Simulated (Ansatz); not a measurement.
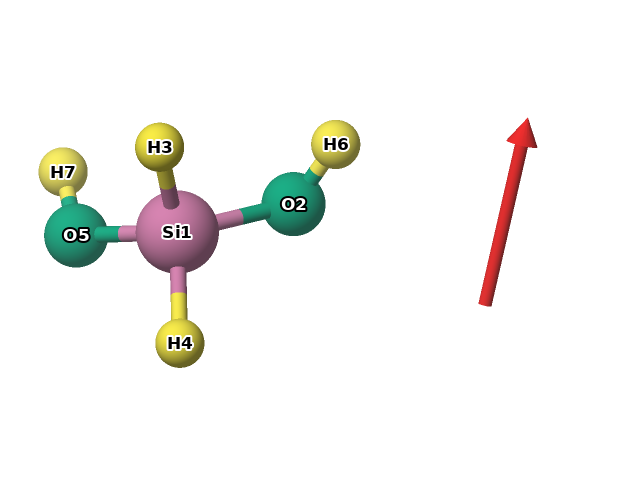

The arrow beside the molecule shows the direction of the dipole moment, from the negative to the positive end (its length means nothing). The geometry was computed by an optimisation with PBE0-D4/def2-TZVP. Level of theory: RKS PBE0-D4/def2-TZVP (Ansatz 0.2.0).

### Estimate the dipole moment.

2.38 D; it points from the side of H4 to the side of H6 (the outermost atoms at the two ends).
